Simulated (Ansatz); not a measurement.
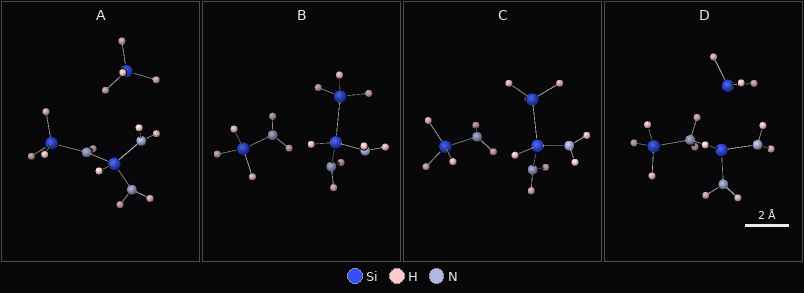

4 geometries from a converged minimum-energy path of Si₃N₃H₁₃, shuffled. Style: ball-and-stick. Shown at a tilt.

Computed with RKS PBE/def2-SVP in Ansatz 0.2.0. Set-up: 9 movable images; climbing image; force threshold 0.05 eV/Å; iteration limit 60; starting path through a guess of the saddle point.

> Which frame is the transition state?

D. In order along the path, whose images run from 0 to 10: C (image 0, 0.00 eV), B (image 2, +0.13 eV), D (image 6, +1.52 eV), A (image 9, −0.54 eV). Breaking: H–N (1.02 → 3.20 Å), Si–Si (2.36 → 4.33 Å). Forming: N–Si (3.37 → 1.76 Å), H–Si (3.41 → 1.50 Å).
